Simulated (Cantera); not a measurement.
Feed: 1 mol S, 4.9 mol H2, a varied amount of O2, held at 2600 K and 1.33 mbar.

Equilibrium computed with Cantera from the NASA thermochemical tables; the gas is ideal and each condensed phase is pure. Candidate condensed phases: H2O, H2SO4, S; 19 gas species. Rates play no part.

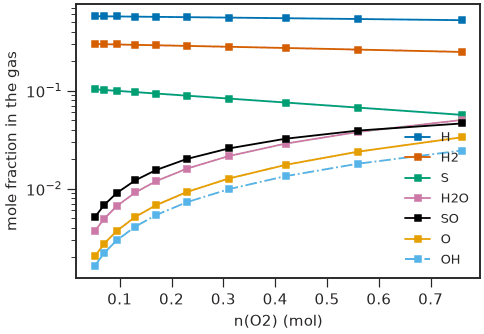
Fig. 1. Equilibrium gas composition (values under 1e-9 drawn at 1e-9)

Read off the mole fractions at 0.13 mol O2.

H about 0.57, H2 about 0.29, S about 0.097, SO about 0.012, H2O about 0.0091, O about 0.0052, OH about 0.0041.
